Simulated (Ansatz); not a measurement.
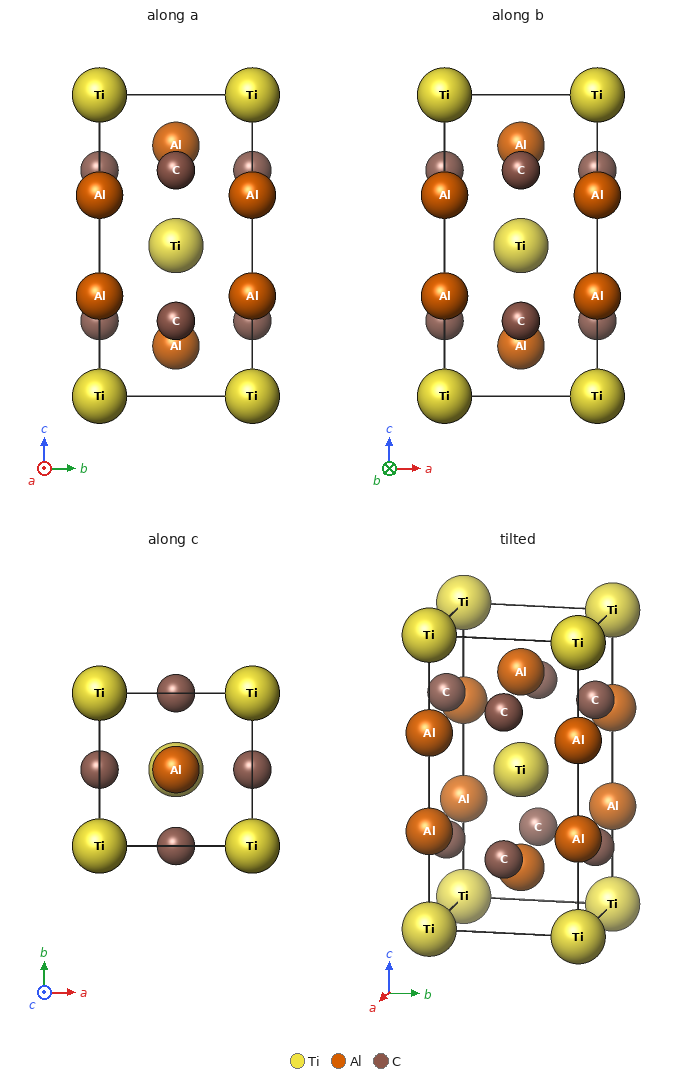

Crystal structure, spheres-only style, seen along the a axis, along the b axis, along the c axis and slightly off an axis. One conventional unit cell is framed, with atoms on its boundary repeated.

Lattice parameters: a = 3.9013 Å, b = 3.9013 Å, c = 7.6924 Å, α = 90.000°, β = 90.000°, γ = 90.000°.

> Express the structure as a CIF in P1 with every atom of the cell.

```cif
data_structure
_symmetry_space_group_name_H-M 'P 1'
_symmetry_Int_Tables_number 1
_cell_length_a 3.9013
_cell_length_b 3.9013
_cell_length_c 7.6924
_cell_angle_alpha 90.000
_cell_angle_beta 90.000
_cell_angle_gamma 90.000
_cell_volume 117.08
loop_
_atom_site_label
_atom_site_type_symbol
_atom_site_fract_x
_atom_site_fract_y
_atom_site_fract_z
_atom_site_occupancy
Ti1 Ti 0.0000 0.0000 0.0000 1
Al1 Al 0.0000 0.0000 0.3326 1
Al2 Al 0.5000 0.5000 0.1674 1
C1 C 0.0000 0.5000 0.2500 1
C2 C 0.5000 0.0000 0.2500 1
Ti2 Ti 0.5000 0.5000 0.5000 1
Al3 Al 0.5000 0.5000 0.8326 1
Al4 Al 0.0000 0.0000 0.6674 1
C3 C 0.5000 0.0000 0.7500 1
C4 C 0.0000 0.5000 0.7500 1
```

Provenance: a structure type filled with these elements by a generator (whether the compound takes this form wasn't checked). Earlier steps of the study, as a rule a relaxation of our own, may have changed the cell and positions, so they can lie some per cent off the listed ones. Ansatz was used for an electronic-structure calculation on it.
